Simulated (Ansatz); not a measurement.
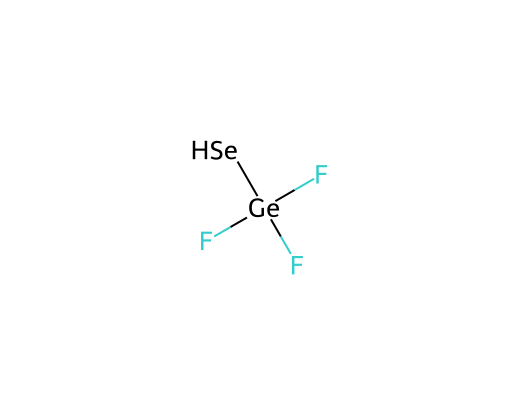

The picture comes from a calculation with Ansatz.

Write the SMILES.

Answer. [F][Ge]([F])([F])[SeH]

Give the formula, hydrogens included.

Answer. F3GeHSe.

An optimisation with PBE-D4/def2-SVP gave a structure of which point group?

Answer. Cs.
